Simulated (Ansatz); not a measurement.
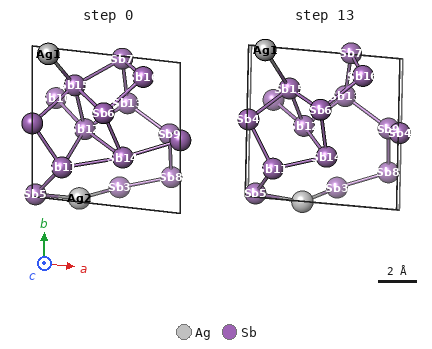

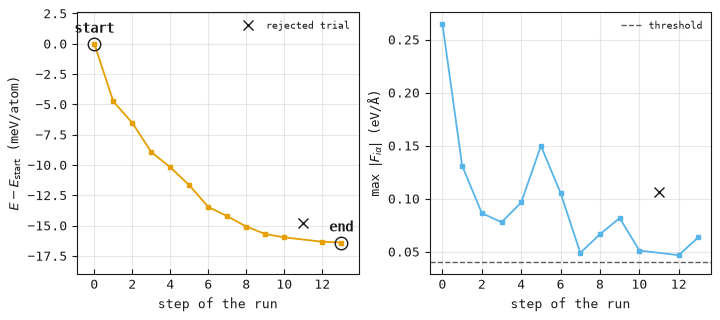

First and last geometry of a relaxation of a crystal of AgSb$_{7}$ (a generated structure, set up in P1) (coarse preliminary run), with the history of the run. The picture is a ball-and-stick view of the cell of the calculation, seen along the c axis.

Case: elements placed on the bcc lattice at random, relaxed further on a centred mesh.

The calculation used DFT PBE, scalar-relativistic, plane waves, PAW (Ansatz 0.2.0).

Input
```yaml
crystal:
  lattice:
    - [7.90399349, -0.448905111, -0.2087610589]
    - [-0.448905111, 7.9770288785, -0.0540407354]
    - [-0.2087610589, -0.0540407354, 7.8641445311]
  atoms:
    - { symbol: Ag, position: [0.1092787513, 0.9593399345, 0.9908555885] }
    - { symbol: Ag, position: [0.3186202807, 0.0232186343, 0.3025422228] }
    - { symbol: Sb, position: [0.5906314585, 0.1275224369, 0.0910382241] }
    - { symbol: Sb, position: [0.0008955607, 0.4854683311, 0.8506690676] }
    - { symbol: Sb, position: [0.0223900516, 0.0166570696, 0.4956922425] }
    - { symbol: Sb, position: [0.4824260148, 0.6075093107, 0.9602221405] }
    - { symbol: Sb, position: [0.6085349896, 0.9835490748, 0.5656607313] }
    - { symbol: Sb, position: [0.9400085893, 0.234299879, 0.2062110565] }
    - { symbol: Sb, position: [0.9274908844, 0.5177472736, 0.4410867796] }
    - { symbol: Sb, position: [0.1614478043, 0.6721501418, 0.1907964611] }
    - { symbol: Sb, position: [0.2010675888, 0.2158733942, 0.7727218818] }
    - { symbol: Sb, position: [0.3558084362, 0.4876644135, 0.452632365] }
    - { symbol: Sb, position: [0.6448776863, 0.6913152696, 0.324711362] }
    - { symbol: Sb, position: [0.6127503005, 0.3276943934, 0.7766589181] }
    - { symbol: Sb, position: [0.2867751981, 0.7706723895, 0.6861626402] }
    - { symbol: Sb, position: [0.7503131223, 0.8777938961, 0.8985983446] }
  symmetry: { detect: false }
basis:
  ecutwfc: 420
kpoints:
  mp_grid: { grid: [3, 3, 3] }
hamiltonian:
  xc: pbe
scf:
  occupations: { method: gaussian, width: 0.1 }
  lower_state_search: "off"
output:
  forces: true
  stress: true
  eigenvalues: true
relax:
  adjacent_minimum: "off"
  f_tol: 0.04
  max_steps: 25
  cell: { stress_tol: 0.3 }
```

Run as
```bash
ansatz run input.yaml --threads 4 --pin off --max-ram 9216MiB --backend cpu --events-out ev --progress --plain --runs-dir out
```

### What do the curves and the structures tell?

The run was cut off at its time limit before the relaxation converged, so the last structure is only a point on the way. Sb14 moves most relative to the cell: 0.70 Å roughly along [−3 −1 0]. By element the largest moves are Sb 0.70 Å, Ag 0.48 Å. The volume changes by +4.7 %, with a 7.919 → 8.080 Å (+2.0 %), b 7.990 → 8.022 Å (+0.4 %), c 7.867 → 8.027 Å (+2.0 %), α 90.7° → 90.4°, β 93.0° → 95.2°, γ 96.5° → 93.8°. Near-neighbour distances that change, for instance: Sb4–Sb14 3.209 → 4.075 Å, Sb7–Sb15 3.099 → 3.940 Å, Ag2–Sb13 3.904 → 3.195 Å, Ag1–Sb5 4.095 → 3.477 Å. Among the angles between lasting bonds that change: Sb5–Sb7–Sb14 97.4° → 122.5°, Sb7–Sb14–Sb11 82.9° → 102.6°, Sb7–Ag2–Sb10 107.6° → 126.2°. The space group stays P1 (No. 1). The energy falls by 16.4 meV per atom in 12 accepted moves (13 points after the start). Largest force component: 0.26 eV/Å at the start, 0.064 eV/Å at the end. The pressure goes from 0.40 to −0.04 GPa. The line search rejected the trial step at point 11 of the run.
